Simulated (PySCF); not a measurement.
# A workflow on AlAsFH3 (SMILES [F][AlH][AsH2])

Aim: a structure relaxation (HF/cc-pV(D+d)Z), then the harmonic vibrations, then a single-point energy (CCSD(T)/DZVP), then the vertical excitations (ADC(2)/def2-SVPD) of AlAsFH3. 

Program for the calculation: PySCF 2.14.0.

## (1) The system as given

The species is AlAsFH3 (6 atoms), typed as a singlet with charge 0. As SMILES, `[F][AlH][AsH2]`. The start is not the relaxed shape. The run starts from this shape.

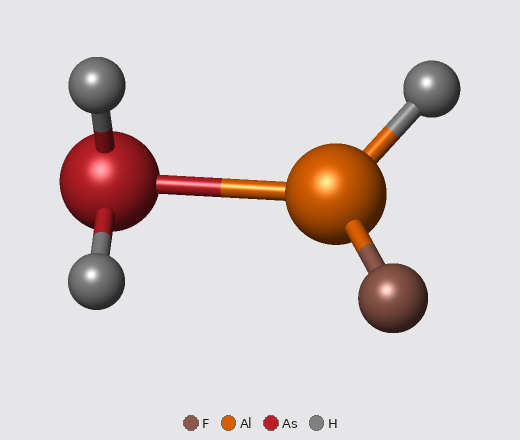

The structure, seen from a chosen angle (fluorine brown, aluminium orange, arsenic red, hydrogen grey).

## (2) A geometry optimisation at HF/cc-pV(D+d)Z (max memory mb 1860) (run 1)

The input, input.xyz:

```xyz
6
AlAsFH3
F     -0.303942    -1.654436     1.251596
Al    -0.531422    -0.739946    -0.138626
As    -0.006679     1.637085    -0.205688
H     -0.788101    -1.575981    -1.429751
H      1.312423     1.310066    -0.677129
H      0.518481     1.404798     1.229785
```

The input, calc.py:

```python
# [F][AlH][AsH2]
from pyscf import gto
from pyscf.geomopt.geometric_solver import kernel as optimise

mol = gto.Mole()
mol.atom = 'input.xyz'
mol.charge = 0
mol.verbose = 4
mol.max_memory = 1860
mol.basis = 'cc-pv(d+d)z'
mol.spin = 0
mol.build()

mf = mol.RHF()
converged, mol_eq = optimise(mf, maxsteps=100)
print('converged:', converged)
print(mol_eq.tostring())

mf.reset(mol_eq)
mol = mol_eq
mf.kernel()
etot = mf.e_tot
print('E = %.10f Eh' % etot)
```

Run with:

```sh
$ OMP_NUM_THREADS=1 python calc.py
```

The log of the run:

```text
PySCF version 2.14.0

[... 73 lines left out ...]
WARN: Mole.unit (angstrom) is changed to Bohr
[... 184 lines left out ...]
converged SCF energy = -2577.35987749012
[... 271 lines left out ...]
converged SCF energy = -2577.36079208166
[... 259 lines left out ...]
converged SCF energy = -2577.36101916702
[... 126 lines left out ...]
converged SCF energy = -2577.3610193176
E = -2577.3610193176 Eh
```

Wall time 93 s (1 thread of Arm Neoverse V1, shared host); peak memory 0.18 GiB.

The path in brief:

```
step  energy from the first frame kept (eV)  largest force (eV/Å)
   0                                 0.0000                2.0690
   1                                -0.1940                0.4033
   2                                -0.2082                0.2274
   3                                -0.2168                0.1053
   4                                -0.2208                0.1148
   5                                -0.2285                0.1302
   6                                -0.2331                0.1066
   7                                -0.2383                0.0564
   8                                -0.2392                0.0173
   9                                -0.2393                0.0101
  10                                -0.2393                0.0053
  11                                -0.2393                0.0015
```

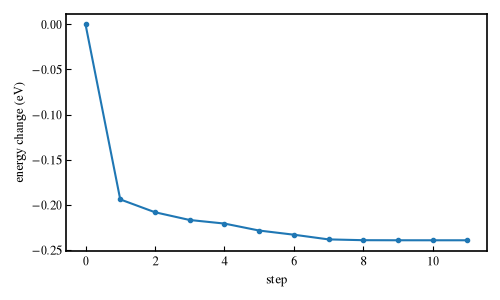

Energy along the run.

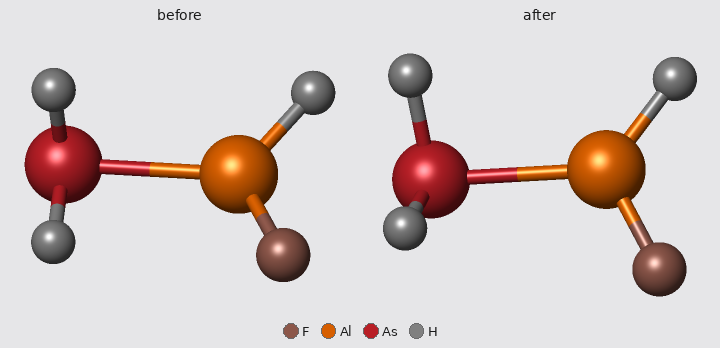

Before and after, at one scale.

After the run. Bond lengths: F1–Al2 1.656 Å, Al2–As3 2.435 Å, Al2–H4 1.569 Å, As3–H5 1.514 Å, As3–H6 1.512 Å. Angles: F1–Al2–As3 117.2°, F1–Al2–H4 116.9°, As3–Al2–H4 125.8°, Al2–As3–H5 93.8°, Al2–As3–H6 94.2°, H5–As3–H6 95.4°.

## (3) The harmonic vibrations at HF/cc-pV(D+d)Z (max memory mb 1860) (run 2)

The input, geometry.xyz:

```xyz
6

F     -0.559699    -2.167605     1.086879
Al    -0.219625    -1.353316    -0.314246
As     0.192278     1.040284    -0.138569
H     -0.274392    -2.179360    -1.647107
H      1.293568     1.029726    -1.177677
H      1.117243     0.907355     1.050499
```

The input, run.py:

```python
# [F][AlH][AsH2]
from pyscf import gto, symm
from pyscf.hessian import thermo

system = gto.M(
    atom='geometry.xyz',
    spin=0,
    verbose=4,
    max_memory=1860,
    basis='cc-pv(d+d)z',
)

mf = system.RHF()
mf.kernel()

etot = mf.e_tot
print('E(%s) = %.9f' % ('HF', etot))
hess = mf.Hessian().kernel()
modes = thermo.harmonic_analysis(system, hess)
thermo.dump_normal_mode(system, modes)
symm.geom.TOLERANCE = 1e-3  # for the symmetry number
th = thermo.thermo(mf, modes['freq_au'], 200, 101325)
thermo.dump_thermo(system, th)
```

Run with:

```sh
$ OMP_NUM_THREADS=1 python run.py
```

The log of the run:

```text
PySCF version 2.14.0

[... 60 lines left out ...]
converged SCF energy = -2577.36101931764
[... 67 lines left out ...]
Gibbs free energy [Eh] -2577.35305
```

It took 66 s on 1 thread of Arm Neoverse V1, shared host; peak memory 0.17 GiB.

## (4) A single-point energy at CCSD(T)/DZVP (max memory mb 1860) (run 3)

The input, input.py:

```python
from pyscf import gto, cc

system = gto.M(
    atom='''
F       -0.784468      -1.650188       1.281947
Al      -0.444394      -0.835899      -0.119178
As      -0.032491       1.557701       0.056499
H       -0.499161      -1.661943      -1.452039
H        1.068799       1.547143      -0.982609
H        0.892474       1.424772       1.245567
''',
    verbose=4,
    spin=0,
    basis='dzvp',
    max_memory=1860,
)

mf = system.RHF()
mf.kernel()

mycc = cc.CCSD(mf, frozen=15)
mycc.kernel()
e_t = mycc.ccsd_t()
e_final = mycc.e_tot + e_t
print('Final energy', e_final)
```

Run with:

```sh
$ OMP_NUM_THREADS=1 python input.py
```

The log of the run:

```text
PySCF version 2.14.0

[... 60 lines left out ...]
converged SCF energy = -2576.8247929012
[... 12 lines left out ...]
Init t2, MP2 energy = -2577.1606199679  E_corr(MP2) -0.33582706669938
[... 13 lines left out ...]
CCSD converged
[... 2 lines left out ...]
Final energy -2577.19535166358
```

Wall time 7.8 s (1 thread of Arm Neoverse V1, shared host); peak memory 0.2 GiB.

## (5) The vertical excitations at ADC(2)/def2-SVPD (max memory mb 1860, root kind ee) (run 4)

The input, input.py:

```python
# [F][AlH][AsH2]
from pyscf import gto, scf, adc

molecule = gto.M(
    atom=[
    ('F', (-0.784468, -1.650188, 1.281947)),
    ('Al', (-0.444394, -0.835899, -0.119178)),
    ('As', (-0.032491, 1.557701, 0.056499)),
    ('H', (-0.499161, -1.661943, -1.452039)),
    ('H', (1.068799, 1.547143, -0.982609)),
    ('H', (0.892474, 1.424772, 1.245567)),
],
    max_memory=1860,
    basis='def2-svpd',
    charge=0,
    verbose=4,
)

mf = scf.RHF(molecule)
mf.kernel()

myadc = adc.ADC(mf, frozen=15)
myadc.method = 'adc(2)'

myadc.method_type = 'ee'
e, vec, osc, x = myadc.kernel(nroots=8)

roots = e * 27.211386
print('root  energy (eV)  strength')
for i, (w, f) in enumerate(zip(roots, osc), 1):
    print('%3d %10.4f %10.5f' % (i, w, f))
```

Run with:

```sh
$ OMP_NUM_THREADS=1 python input.py
```

The log of the run:

```text
PySCF version 2.14.0

[... 81 lines left out ...]
adc(2) root 1  |  Energy (Eh) =   0.2233332137  |  Energy (eV) =   6.07720629  |  Osc. strength = 0.08156669  |  conv = True
[... 2 lines left out ...]
adc(2) root 4  |  Energy (Eh) =   0.2600925945  |  Energy (eV) =   7.07747999  |  Osc. strength = 0.16651044  |  conv = True
[... 2 lines left out ...]
adc(2) root 7  |  Energy (Eh) =   0.2993704544  |  Energy (eV) =   8.14628500  |  Osc. strength = 0.08484287  |  conv = True
[... 5 lines left out ...]
  8     8.1463    0.08484
```

It took 2.2 min on 1 thread of Arm Neoverse V1, shared host; peak memory 2 GiB.

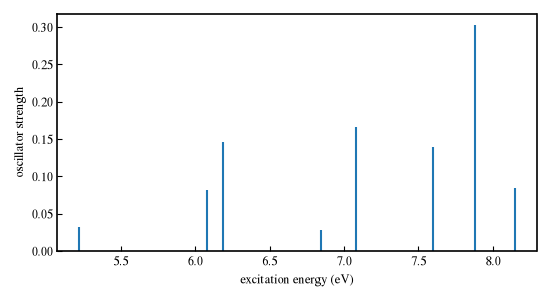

Vertical excitations as sticks.

The roots found:

```
excited state  energy (eV)  strength
            1        5.222    0.0322
            2        6.077    0.0816
            3        6.187    0.1465
            4        6.842    0.0276
            5        7.077    0.1665
            6        7.595    0.1392
            7        7.881    0.3031
            8        8.146    0.0848
```

## (6) What came out

| quantity | value |
| --- | --- |
| run 1, HF/cc-pV(D+d)Z: total energy at the end | -2577.36102 Eh |
| run 1, HF/cc-pV(D+d)Z: dipole moment | 1.57 D |
| run 1, HF/cc-pV(D+d)Z: HOMO energy | -9.65 eV |
| run 1, HF/cc-pV(D+d)Z: LUMO energy | 1.40 eV |
| run 1, HF/cc-pV(D+d)Z: HOMO–LUMO gap | 11.05 eV |
| run 2, HF/cc-pV(D+d)Z: lowest harmonic wavenumber | 107 cm⁻¹ |
| run 2, HF/cc-pV(D+d)Z: highest harmonic wavenumber | 2334 cm⁻¹ |
| run 2, HF/cc-pV(D+d)Z: zero-point energy | 69.0 kJ/mol |
| run 2, HF/cc-pV(D+d)Z: ideal-gas entropy at 200 K (symmetry number 1 as used) | 68.9 cal/(mol K) |
| run 3, CCSD(T)/DZVP: total energy | -2577.19535 Eh |
| run 3, CCSD(T)/DZVP: dipole moment (Hartree–Fock density) | 1.73 D |
| run 3, CCSD(T)/DZVP: HOMO energy (Hartree–Fock orbitals) | -9.71 eV |
| run 3, CCSD(T)/DZVP: LUMO energy (Hartree–Fock orbitals) | 1.13 eV |
| run 3, CCSD(T)/DZVP: HOMO–LUMO gap (Hartree–Fock orbitals) | 10.84 eV |
| run 3, CCSD(T)/DZVP: correlation energy (15 core orbitals frozen) | -370.6 mEh |
| run 3, CCSD(T)/DZVP: (T) correction | -8.19 mEh |
| run 3, CCSD(T)/DZVP: T1 diagnostic | 0.013 |
| run 4, ADC(2)/def2-SVPD: dipole moment (Hartree–Fock density) | 1.49 D |
| run 4, ADC(2)/def2-SVPD: HOMO energy (Hartree–Fock orbitals) | -9.67 eV |
| run 4, ADC(2)/def2-SVPD: LUMO energy (Hartree–Fock orbitals) | 1.36 eV |
| run 4, ADC(2)/def2-SVPD: HOMO–LUMO gap (Hartree–Fock orbitals) | 11.02 eV |
| run 4, ADC(2)/def2-SVPD: correlation energy (15 core orbitals frozen) | -508.7 mEh |
| run 4, ADC(2)/def2-SVPD: lowest excitation energy | 5.22 eV |

What this shows: The optimisation (run 1, HF/cc-pV(D+d)Z) took 11 steps and changed the energy by -0.239 eV. Mulliken charges (run 1, HF/cc-pV(D+d)Z) run from -0.54 on F1 to +0.88 on Al2. All 12 modes are real, so the shape is a minimum at this level. Mulliken charges (run 2, HF/cc-pV(D+d)Z) run from -0.54 on F1 to +0.88 on Al2. Mulliken charges (run 3, CCSD(T)/DZVP) of the mean-field density run from -0.62 on F1 to +0.95 on Al2. The triples (run 3, CCSD(T)/DZVP) make up 2.2 % of the correlation energy.
